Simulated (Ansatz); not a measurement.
```xyz
4

F     1.5442   -1.2859    0.3984
N     0.3132    1.0190   -0.1363
S    -0.1864    2.3520   -0.7836
Si    0.4358   -0.2305    1.0204
```

Geometry: PBE-D3(BJ)/def2-SVP.

Level of theory: isolated molecule in a Gaussian basis; Kohn-Sham density functional theory, functional PBE0 in Ansatz.

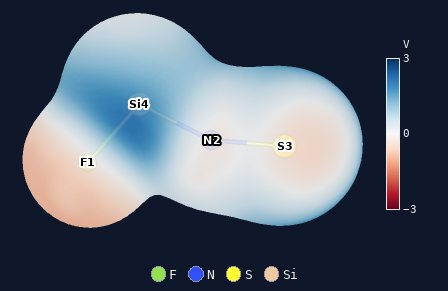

FNSSi (SMILES F[Si]#[N+][S-]). The molecular electrostatic potential painted on the density surface at 0.004 e/bohr³, seen across its widest extent; red is negative and blue positive.

Q: Where is the surface potential most negative and most positive?

A: The most negative region (about −0.9 V) lies over F1, the most positive (about +2.1 V) over Si4.

Q: What dipole moment does the calculation give?

A: Its dipole moment is 1.36 D.
